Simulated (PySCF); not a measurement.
# C4H8O2Si (SMILES CO[SiH2]CC=C=O): what the fields show

```xyz
15

C    -2.3366   -1.2722   -0.0961
O    -1.2656   -0.4368    0.2247
Si   -0.3277    0.4313   -0.7724
C     0.8914    1.2562    0.4327
C     1.6452    0.2386    1.2478
C     2.9107    0.0140    1.1349
O     4.0604   -0.1753    1.0393
H    -3.1097   -0.7239   -0.6391
H    -2.7548   -1.6582    0.8342
H    -2.0040   -2.1079   -0.7157
H     0.3679   -0.4258   -1.7371
H    -1.1071    1.4392   -1.5013
H     0.3637    1.9274    1.1116
H     1.5937    1.8617   -0.1364
H     1.0682   -0.3604    1.9322
```

Geometry: GFN2-xTB.

Computed with wB97X-D/def2-SVPD, SCF density, gas phase in PySCF.

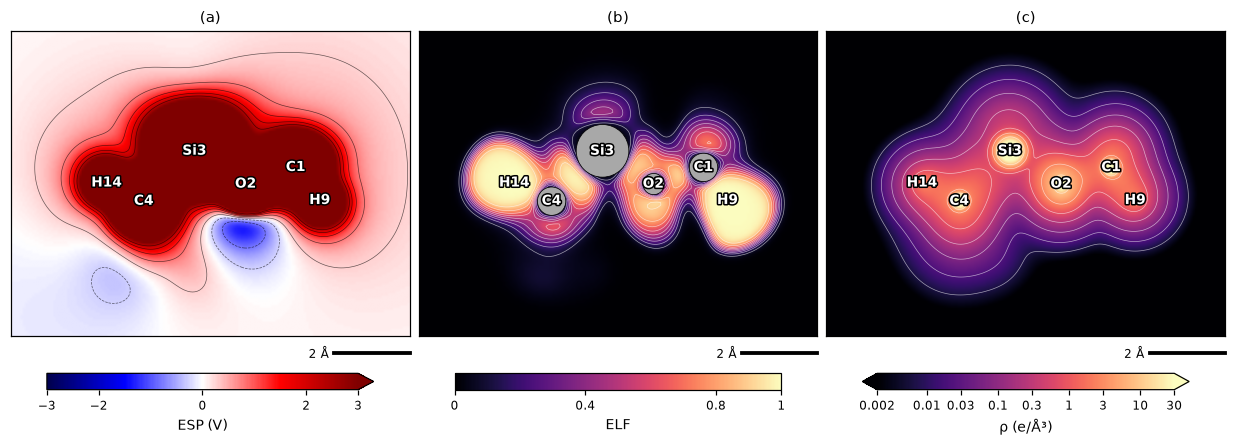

Figure 1. (a) molecular electrostatic potential; (b) ELF; (c) total electron density on the plane of atoms C1, O2 and Si3. Grey discs cover the atomic cores in the ELF map.

Interpret the plot.

Answer.
- The section cuts through C, O, Si and H sites.
- Si–O (1.62 Å): ρ is about 1.2 e/Å³ halfway; the ELF peaks at about 0.85 between the atoms, as expected for a polar covalent bond.
- C–Si (1.90 Å): the density is about 0.95 e/Å³ at the midpoint; the ELF peaks at about 1 between the atoms: a covalent bond.
- C–H (1.09 Å): ρ is about 2 e/Å³ halfway; the ELF climbs to about 1 towards the hydrogen, as it does in any bond to H: a covalent bond by its length.
- The ELF also peaks beside O2, away from the bonds: lone-pair regions.
- Outside the dense part of the molecule the potential is most negative (−1.3 V) near O2.

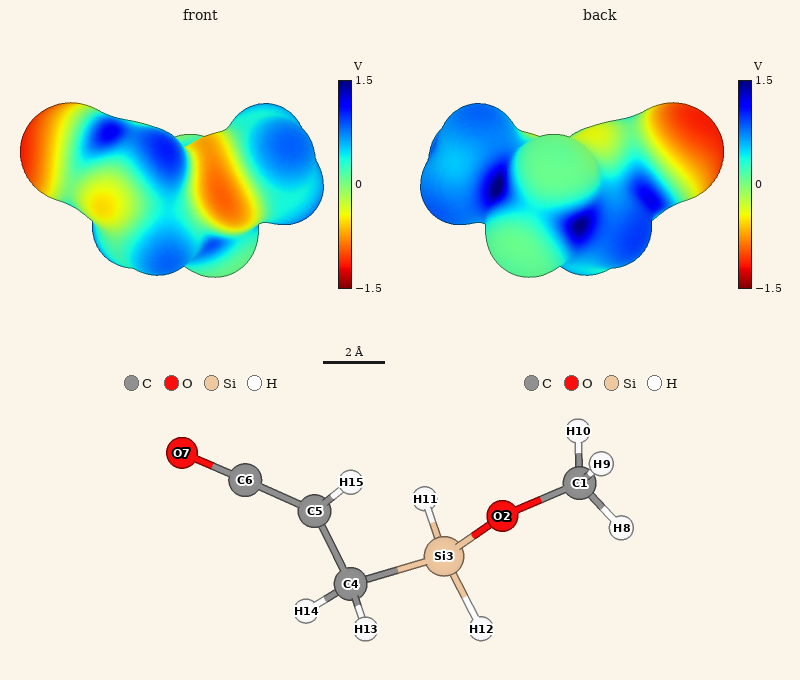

Figure 2. The molecular electrostatic potential painted on the density surface at 0.002 e/bohr³, seen from the front and from behind; the colour scale runs from red (negative) to blue (positive). The bare structure is drawn below in the same view.

Describe the electrostatic potential map.

Answer. The most negative region (about −1.1 V, or −25 kcal/mol for a unit charge) lies over O7, the most positive (about +1.4 V, or +32 kcal/mol for a unit charge) over Si3. O7 is the likeliest acceptor of a hydrogen bond.

What dipole moment does the calculation give?

Answer. Its dipole moment is 2.72 D.
